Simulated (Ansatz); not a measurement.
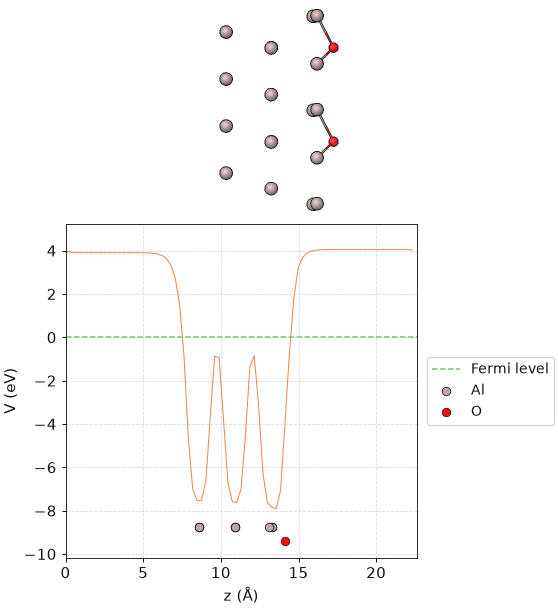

Plane-averaged electrostatic potential energy of an electron across the slab; circles at the bottom mark the heights of the atoms. The structure is drawn too.

The material is a (111) slab cut from Al (Fm-3m), of composition Al₁₂O (not the bulk's), ended by Al planes, 13 atoms in the cell, the whole at its places in the relaxed adsorbed structure.

Ansatz 0.2.0; DFT PBE+D3(BJ), scalar-relativistic, plane waves, PAW, no spin polarisation, 4×4×1 k mesh, Gaussian smearing of 0.1 eV.

> What is the work function?

The work function is 4.02 eV at the right face and 3.87 eV at the left.

> Do the two faces differ, and what does that say about the slab's dipole?

The vacuum levels differ by 0.15 eV, so the slab carries a dipole along its normal.

> How thick are slab and vacuum?

The outermost atoms are 5.6 Å apart, which leaves 17.0 Å of vacuum in a cell 22.6 Å high.
